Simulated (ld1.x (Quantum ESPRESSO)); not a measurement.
# How the radius of the s waves shapes a TM potential for Pt, part 2 of 2

Aim: generate and test one potential in full, then change the radius of the s waves and see what happens to hardness, ghosts and transferability.

ld1.x (Quantum ESPRESSO) 7.5; first potential PBE, scalar-relativistic. The steps go on from the part before.

### Step 4. Scattering by logarithmic derivatives

Taken from the files of the generation run. The phase is arctan(r·u′/u) with u = r·R, unwrapped, with energies in Ry. A pole is an energy at which the radial function vanishes at the test radius. The pseudo phase is shifted by a multiple of π to meet the all-electron one at the reference energy. Levels narrower than the energy grid can be missing from the poles. The last column is the largest difference on the grid between −1 and +1 Ry.

| channel | radius (bohr) | reference (Ry) | poles AE | poles PS | window around the reference with phases within 0.05 rad (Ry) | largest difference near zero (rad) |
| --- | --- | --- | --- | --- | --- | --- |
| s | 4.37 | -0.42 | -0.24, 2.28 | -0.24, 2.15 | below 0.7 | 0.131 |
| p | 4.37 | -0.06 | 0.44, 3.17 | 0.44, 2.80 | below 1.1 | 0.017 |
| d | 4.37 | -0.45 | -0.43, 1.58, 4.72 | -0.43, 1.65 | below 0.5 | 0.073 |

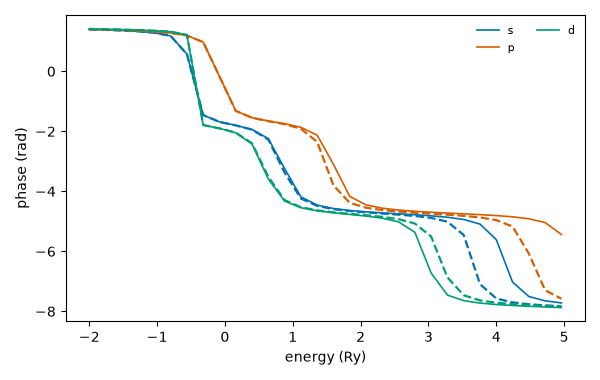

All-electron (solid) and pseudo (dashed) phases against energy.

### Step 5. Plane-wave convergence, by spherical Bessel functions

A separate test, outside the generator: the pseudo-atom's Hamiltonian at the reference potential is diagonalised in spherical Bessel functions j_l(qr) that vanish at 20 bohr, with q² up to the cutoff.

All-electron valence levels (Ry): 6p -0.0618, 5d -0.4513, 6s -0.4159. The lowest levels of each channel (Ry) by cutoff; the last column sums, over occupied levels, occupation times the distance from the level at 400 Ry. A positive value at high cutoff is not a bound level.

| cutoff (Ry) | p #1 | d #1 | s #1 | f #1 | Σ f·Δε (mRy) |
| --- | --- | --- | --- | --- | --- |
| 8 | -0.0617 | 0.0583 | -0.4111 | 0.1140 | 4591.5 |
| 10 | -0.0617 | 0.0522 | -0.4112 | 0.1140 | 4536.5 |
| 15 | -0.0617 | -0.0672 | -0.4137 | 0.1140 | 3459.7 |
| 18 | -0.0617 | -0.2354 | -0.4154 | 0.1140 | 1944.0 |
| 25 | -0.0617 | -0.3841 | -0.4157 | 0.1140 | 605.4 |
| 30 | -0.0617 | -0.4299 | -0.4158 | 0.1140 | 193.1 |
| 40 | -0.0617 | -0.4504 | -0.4159 | 0.1140 | 8.1 |
| 45 | -0.0617 | -0.4511 | -0.4159 | 0.1140 | 2.2 |
| 50 | -0.0617 | -0.4512 | -0.4159 | 0.1140 | 0.9 |
| 55 | -0.0617 | -0.4512 | -0.4159 | 0.1140 | 0.9 |
| 60 | -0.0617 | -0.4513 | -0.4159 | 0.1140 | 0.7 |
| 400 | -0.0617 | -0.4513 | -0.4159 | 0.1140 | 0.0 |

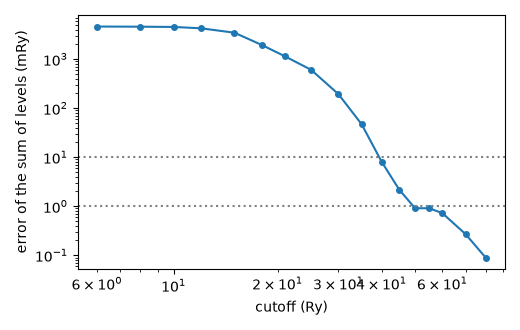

Occupation-weighted error of the valence levels against the cutoff; the dotted lines mark 10 and 1 mRy.

The sum stays within 10 mRy from 40 Ry and within 1 mRy from 50 Ry. The sum leaves out empty levels, which can need more. Ghost test: no level below the all-electron spectrum of its channel (p, d, s, f tested).

### Step 6. Changed: radius of the s waves (bohr) = 1.8

File Pt.in:

```
 &input
   title='Pt', zed=78., rel=1, dft='PBE', iswitch=3,
   config='[Xe] 4f14 5d9 6s1 6p0',
   nld=3, rlderiv=4.35, eminld=-2.0, emaxld=5.0, deld=0.02
 /
 &inputp
   pseudotype=2, tm=.true., lloc=0,
   nlcc=.false.,
   file_pseudopw='Pt.UPF', file_wfcaegen='ae.wfc', file_wfcncgen='nc.wfc', file_beta='beta', file_chi='chi'
 /
3
6P  2  1   0.00   0.00  4.00  4.00  0.0
5D  3  2   9.00   0.00  1.90  1.90  0.0
6S  1  0   1.00   0.00  1.80  1.80  0.0
 &test
   configts(1)='5d9 6s1 6p0'
 /
```

Started as:

```
$ ld1.x < Pt.in > Pt.out
```

What the program wrote to Pt.out (without the banner and most projector matrices):

```text
     Program LD1 v.7.5
     [... all-electron run as in step 2 ...]


     --------------------- Generating NC pseudopotential ---------------------

      Generating local pot.: lloc=0, matching radius rcloc =   1.8000

      Wfc   6P  rcut= 4.028  Using Troullier-Martins method

      Wfc   5D  rcut= 1.903  Using Troullier-Martins method

     ------------------- End of pseudopotential generation -------------------

     [... all-electron run as in step 2 ...]


     Computing logarithmic derivative in   4.36912
     Computing logarithmic derivative in   4.36912
     Computing the partial wave expansion
       no projector for channel:   0
     R is outside the sphere for l=    1 j= 0.00
     R is outside the sphere for l=    2 j= 0.00

     ---------------------- Testing the pseudopotential ----------------------

     Pt
     scalar relativistic calculation

     atomic number is 78.00   valence charge is 10.00
     dft =PBE   lsd =0 sic =0 latt =0  beta=0.20 tr2=1.0E-14
     mesh =1277 r(mesh) =  98.81913 xmin = -7.00 dx = 0.01250

     n l     nl             e AE (Ry)        e PS (Ry)    De AE-PS (Ry)
     3 2     5D   1( 9.00)       -0.45135       -0.45136        0.00000
     1 0     6S   1( 1.00)       -0.41593       -0.41593       -0.00000
     2 1     6P   1( 0.00)       -0.06177       -0.06177        0.00000

     eps = 4.3E-16  iter = 19

     Etot =  -36827.040744 Ry,  -18413.520372 Ha, -501057.414987 eV
     Etotps =   -52.308322 Ry,     -26.154161 Ha,    -711.690980 eV

     Ekin =      40.813663 Ry,      20.406832 Ha,     555.298174 eV
     Encl =     -86.219083 Ry,     -43.109542 Ha,   -1173.070389 eV
     Ehrt =      50.421352 Ry,      25.210676 Ha,     686.017446 eV
     Ecxc =      -8.730033 Ry,      -4.365017 Ha,    -118.778150 eV
     Epseu=     -48.594221 Ry,     -24.297111 Ha,    -661.158059 eV

     ---------------------- End of pseudopotential test ----------------------
```

Run time: 2 s. Hardware: 1 thread, shared host. This counts the later configuration tests of the new file too.

The new file went through the configuration test as well (its log is not shown).

Energies count from the reference configuration 5d9 6s1 6p0; the error is all-electron less pseudo.

```csv
valence configuration,charge,ΔE all-electron (eV),error AE − PS (meV)
5d9 6s0 6p0,+1,9.194,+5.4
5d8 6s0 6p0,+2,29.160,-9.4
5d7 6s0 6p0,+3,61.376,-168
5d9 6s0 6p1,0,5.049,+7.5
5d8 6s2 6p0,0,1.005,-26
5d10 6s0 6p0,0,-0.018,-33
5d8 6s1 6p0,+1,11.167,-20
```

Compared with the first run, the loose cutoff stays at 40 Ry, the largest test error goes from -206 to -168 meV, there is no bound ghost and the phase difference near zero goes from 0.13 to 0.33 rad.

### Step 7. Now with radius of the s waves (bohr) = 3.8

Pt.in, as its differences from that of step 6:

```diff
@@ -13,3 +13,3 @@
 5D  3  2   9.00   0.00  1.90  1.90  0.0
-6S  1  0   1.00   0.00  1.80  1.80  0.0
+6S  1  0   1.00   0.00  3.80  3.80  0.0
  &test
```

Started as:

```
$ ld1.x < Pt.in > Pt.out
```

Output in Pt.out (without the banner and most projector matrices):

```text
     Program LD1 v.7.5
     [... all-electron run as in step 2 ...]


     --------------------- Generating NC pseudopotential ---------------------

      Generating local pot.: lloc=0, matching radius rcloc =   3.8000

      Wfc   6P  rcut= 4.028  Using Troullier-Martins method

      Wfc   5D  rcut= 1.903  Using Troullier-Martins method

     ------------------- End of pseudopotential generation -------------------

     [... all-electron run as in step 2 ...]


     Computing logarithmic derivative in   4.36912
     Computing logarithmic derivative in   4.36912
     Computing the partial wave expansion
       no projector for channel:   0
     R is outside the sphere for l=    1 j= 0.00
     R is outside the sphere for l=    2 j= 0.00

     ---------------------- Testing the pseudopotential ----------------------

     Pt
     scalar relativistic calculation

     atomic number is 78.00   valence charge is 10.00
     dft =PBE   lsd =0 sic =0 latt =0  beta=0.20 tr2=1.0E-14
     mesh =1277 r(mesh) =  98.81913 xmin = -7.00 dx = 0.01250

     n l     nl             e AE (Ry)        e PS (Ry)    De AE-PS (Ry)
     3 2     5D   1( 9.00)       -0.45135       -0.45136        0.00000
     1 0     6S   1( 1.00)       -0.41593       -0.41593        0.00000
     2 1     6P   1( 0.00)       -0.06177       -0.06177        0.00000

     eps = 3.8E-15  iter = 23

     Etot =  -36827.040744 Ry,  -18413.520372 Ha, -501057.414987 eV
     Etotps =   -52.485836 Ry,     -26.242918 Ha,    -714.106176 eV

     Ekin =      40.720586 Ry,      20.360293 Ha,     554.031791 eV
     Encl =     -96.338641 Ry,     -48.169321 Ha,   -1310.753990 eV
     Ehrt =      50.608839 Ry,      25.304420 Ha,     688.568338 eV
     Ecxc =      -8.766321 Ry,      -4.383161 Ha,    -119.271880 eV
     Epseu=     -38.710298 Ry,     -19.355149 Ha,    -526.680436 eV

     ---------------------- End of pseudopotential test ----------------------
```

Run time: 2.1 s. Hardware: 1 thread, shared host. (Generation and the later configuration tests together.)

The test run was repeated on this file; only its results are given.

The tests as a table, with energies relative to 5d9 6s1 6p0. A star marks tests that logged a warning.

```tsv
valence configuration	charge	ΔE all-electron (eV)	error AE − PS (meV)
5d9 6s0 6p0	+1	9.194	-8.0
5d8 6s0 6p0 *	+2	29.160	-172
5d7 6s0 6p0	+3	61.376	-603
5d9 6s0 6p1	0	5.049	-14
5d8 6s2 6p0	0	1.005	+71
5d10 6s0 6p0	0	-0.018	+30
5d8 6s1 6p0	+1	11.167	+41
```

Compared with the first run, the loose cutoff stays at 40 Ry, the largest test error goes from -206 to -603 meV, there is no bound ghost and the phase difference near zero goes from 0.13 to 1.02 rad.

### Step 8. Results

This closing draws on all 2 parts.

Cutoffs, loose and tight: the cutoffs (Ry, on a coarse ladder) from which the occupation-weighted sum of valence levels, in a spherical-Bessel basis at the reference potential, stays within 10 and 1 mRy of its value at 400 Ry; empty and scattering waves don't count. The number of plane waves in a given cell goes as the cutoff to the power 3/2; it is given for the loose cutoff, relative to the first potential. Test errors are all-electron less pseudo. The phase difference is the largest within 1 Ry of zero, over the channels with partial waves. 4 further runs were made in the same way; their inputs and logs are not shown.

| radius of the s waves (bohr) | outcome | cutoff, loose | cutoff, tight | plane waves, relative | bound ghosts | largest test error (meV) | phase difference near zero (rad) |
| --- | --- | --- | --- | --- | --- | --- | --- |
| 1.8 | generated | 40 Ry | 70 Ry | 1.00 | none | -168 | 0.328 |
| 2.22 | generated | 40 Ry | 50 Ry | 1.00 | none | -202 | 0.095 |
| 2.44 | generated | 40 Ry | 50 Ry | 1.00 | none | -203 | 0.104 |
| 2.55 (first) | generated | 40 Ry | 50 Ry | 1.00 | none | -206 | 0.131 |
| 3 | generated | 40 Ry | 50 Ry | 1.00 | none | -259 | 0.361 |
| 3.26 | generated | 40 Ry | 50 Ry | 1.00 | none | -354 | 0.642 |
| 3.8 | generated | 40 Ry | 50 Ry | 1.00 | none | -603 | 1.024 |

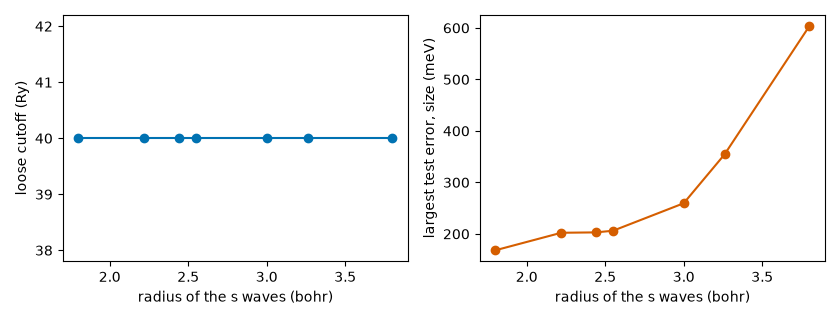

The series at a glance.

**Reading.** Over this range the loose cutoff stays at 40 Ry. As the radius of the s waves grows from 1.8 to 3.8, the largest test error rises from 168 meV to 603 meV.

The first potential by itself. By total energies transferability is poor: the largest error is 206 meV on 61.4 eV, for 5d7 6s0 6p0. That test lies far up in energy; among those under 40 eV, nearer to bonding, the largest error is 48 meV. Freezing the core accounts for most of it. The potential is of middling hardness: the looser tolerance needs 40 Ry. The slowest occupied level is 5d: taken alone it needs 40 Ry to come within 1 mRy, against 18 Ry for 6s. No bound ghost shows below the valence levels.
